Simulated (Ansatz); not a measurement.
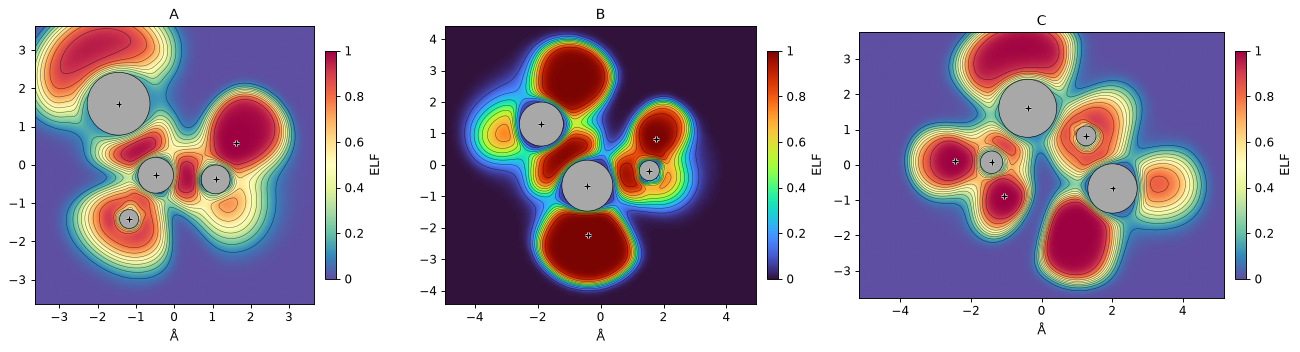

The electron localisation function of 3 systems, each on a plane through atoms (crosses mark nuclei in the plane; grey discs cover the cores).

All numbers below come from isolated molecule in a Gaussian basis; Kohn-Sham density functional theory, functional PBE0 (Ansatz 0.2.0).

System 1: AlH$_{7}$NSi (SMILES [NH3+][AlH][SiH3]) (charge +1), the plane of atoms N2, Al1 and Si3. Geometry: PBE0-D3(BJ)/def2-SVP.

```xyz
10

Al    1.6662    0.0068    1.3724
N     0.1183    0.9405    2.2932
Si    1.0324   -1.0492   -0.7382
H    -0.7835    0.8794    1.8073
H     0.3052    1.9420    2.4324
H    -0.0380    0.5711    3.2401
H     2.8659    0.2749    2.3532
H     1.6673   -2.3954   -0.7877
H     1.5228   -0.1630   -1.8331
H    -0.4574   -1.1409   -0.7552
```

System 2: GeH$_{5}$NOSi (SMILES [NH2]/[Ge-]=[O+]\[SiH3]), the plane of atoms H5, N2 and H6. Geometry: PBE-D3(BJ)/def2-SVP.

```xyz
9

Ge   -0.6425    1.1679   -0.7550
N     0.7738    1.2414   -1.9312
O    -0.2294   -0.4088    0.0723
Si    0.9193   -1.6203    0.0911
H     0.8752    2.0081   -2.6026
H     1.5090    0.5344   -2.0416
H     1.7069   -1.6717   -1.2009
H     1.8990   -1.4081    1.2153
H     0.2464   -2.9522    0.2757
```

System 3: CH$_{4}$BFGe (SMILES C[B](F)[GeH]), the plane of atoms C1, B2 and Ge4. Geometry: PBE0-D3(BJ)/def2-SVP.

```yaml
atoms:
  - { symbol: C, position_ang: [1.2907, -0.8492, 1.6700] }
  - { symbol: B, position_ang: [1.2892, 0.6639, 1.2513] }
  - { symbol: F, position_ang: [2.1068, 1.4872, 1.9158] }
  - { symbol: Ge, position_ang: [0.0941, 1.3596, -0.3386] }
  - { symbol: H, position_ang: [0.5222, -1.4700, 1.1857] }
  - { symbol: H, position_ang: [1.1790, -0.9379, 2.7641] }
  - { symbol: H, position_ang: [2.2782, -1.2770, 1.4178] }
  - { symbol: H, position_ang: [-1.0609, 1.5706, 0.7481] }
```

Which map belongs to which system?

Panel A is system 3, CH$_{4}$BFGe: the plane holds C, B, F, Ge and H. B–F (1.34 Å): the ELF peaks at about 0.85 between the atoms, as expected for a polar covalent bond. Panel B is system 1, AlH$_{7}$NSi: the plane holds Al, N, Si and H. Al–N (2.03 Å): the ELF peaks at about 0.95 in the valence shell of N, 0.7 Å from its nucleus, and is about 0.80 at the midpoint. Panel C is system 2, GeH$_{5}$NOSi: the plane holds Ge, N, O, Si and H. Si–O (1.67 Å): the ELF peaks at about 0.85 between the atoms, as expected for a polar covalent bond.
